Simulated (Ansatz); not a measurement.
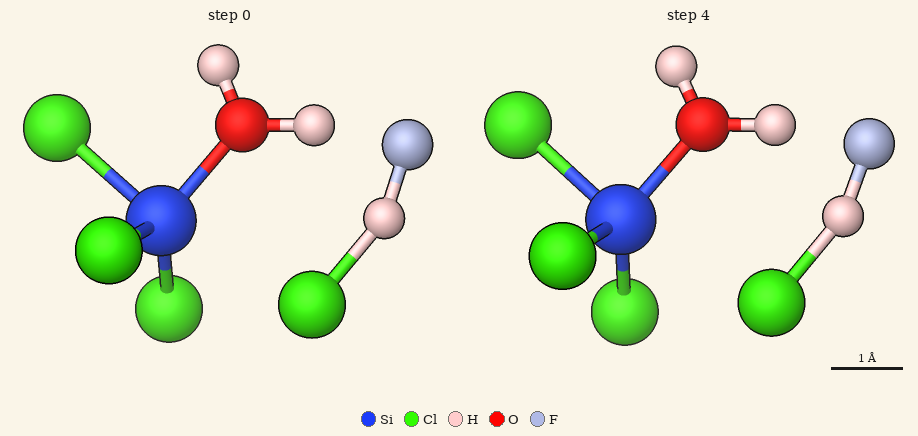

The structure of SiH$_{3}$OCl$_{4}$F before (left) and after (right) a constrained relaxation, at one scale.

The picture is a ball-and-stick view, seen at a tilt.

The reaction that was planned forms Si1–O7, H6–F9, Cl2–H8 and breaks Si1–Cl2, H6–O7, H8–F9 (atoms numbered from 1 in input order).

These are results of RKS PBE0-D4/def2-SVP (Ansatz), not measurements. (held fixed: the distance between atoms 1 (Si) and 7 (O), the distance between atoms 6 (H) and 9 (F), the distance between atoms 2 (Cl) and 8 (H), the distance between atoms 1 (Si) and 2 (Cl), the distance between atoms 6 (H) and 7 (O), the distance between atoms 8 (H) and 9 (F), counting from 1; force threshold 0.04 eV/Å; at most 150 steps)

**Describe what moved and what it gained.**

A Cl atom moves most after the best rigid fit: 0.11 Å. By element the largest moves are Cl 0.11 Å, F 0.05 Å, O 0.04 Å, H 0.03 Å, Si 0.02 Å. Among the contacts that change: Cl–Cl 3.150 → 3.193 Å, Cl–Si 2.010 → 2.035 Å, Cl–Si 2.104 → 2.108 Å. Bond angles that change, for instance: Cl–Si–Cl 126.4° → 121.0°, Si–O–H 116.5° → 113.1°, Cl–H–F 157.0° → 159.7°. Over 4 geometry steps the energy falls by 0.037 eV. The largest force component goes from 0.5 to 0.036 eV/Å. The run took of the order of 40 core-seconds on a shared host.
